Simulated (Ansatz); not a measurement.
```yaml
atoms:
  - { symbol: Al, position_ang: [-0.0636, -0.2393, 0.0104] }
  - { symbol: O, position_ang: [-0.0560, -0.2722, 1.7698] }
  - { symbol: H, position_ang: [-0.8664, -0.4121, 2.2708] }
  - { symbol: H, position_ang: [1.3627, -0.2653, -0.6579] }
  - { symbol: H, position_ang: [-1.4591, -0.3251, -0.7344] }
  - { symbol: F, position_ang: [0.0882, 2.4632, 0.9898] }
  - { symbol: H, position_ang: [0.2332, 1.9093, 1.7221] }
```

Not at a stationary point (largest force 0.8 eV/Å).

Theory: Ansatz 0.2.0, RKS r2SCAN-D4/def2-SVP.

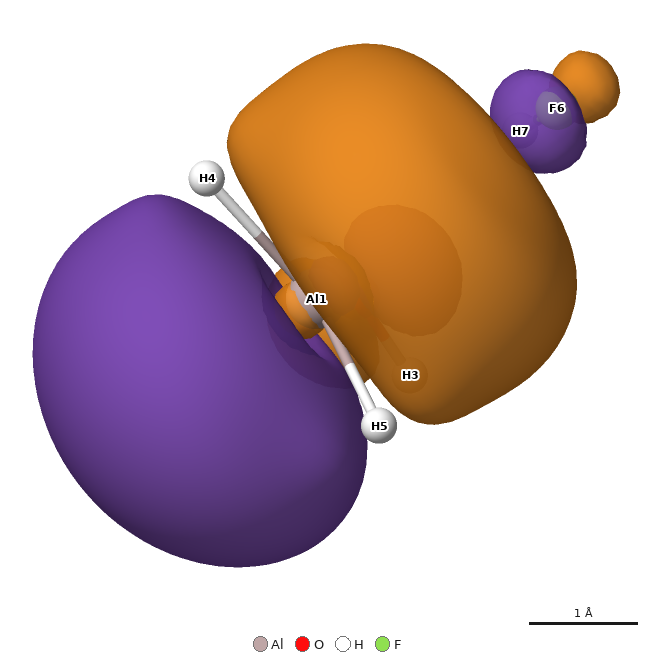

AlH$_{3}$O···HF. The LUMO at ±0.08 Å⁻³ᐟ² (orange and purple are the two phases), seen at an oblique angle.

What is the character of this orbital?

By Hirshfeld shares it lies mainly on Al1 (about 75 %) and O2 (about 5 %). Its energy is −1.11 eV.
